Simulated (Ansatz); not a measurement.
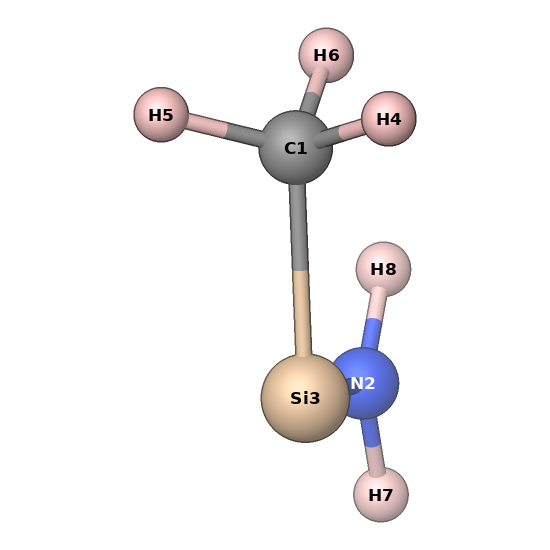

N2 lies behind Si3. The molecule seen a little off the Si3–N2 bond, Si3 in front. Atoms fade into the background with distance from the viewer. The computed structure is the end point of a PBE-D4/def2-SVP optimisation. No frequency run is at hand to confirm it as a minimum.

What is the torsion angle C1–Si3–N2–H7? The sign is positive where the front bond must turn clockwise to cover the back bond.

Answer. 180°, antiperiplanar (anti).
